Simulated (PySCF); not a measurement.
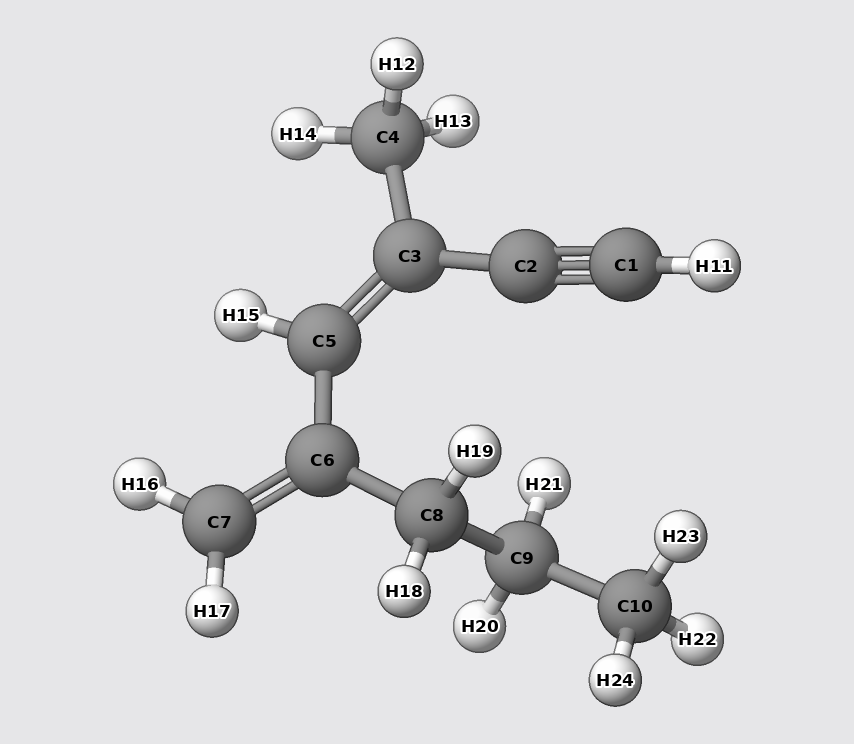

The geometry was computed by an optimisation with PBE0-D3(BJ)/def2-SVP. No frequency run is at hand to confirm it as a minimum.

Give the bond lengths. Leave out bonds to hydrogen.

```json
{"bond": "C1–C2", "length (Å)": "1.216", "order": "triple"}
{"bond": "C2–C3", "length (Å)": "1.428", "order": "single"}
{"bond": "C3–C4", "length (Å)": "1.507", "order": "single"}
{"bond": "C3–C5", "length (Å)": "1.358", "order": "double"}
{"bond": "C5–C6", "length (Å)": "1.460", "order": "single"}
{"bond": "C6–C7", "length (Å)": "1.348", "order": "double"}
{"bond": "C6–C8", "length (Å)": "1.505", "order": "single"}
{"bond": "C8–C9", "length (Å)": "1.530", "order": "single"}
{"bond": "C9–C10", "length (Å)": "1.519", "order": "single"}
```
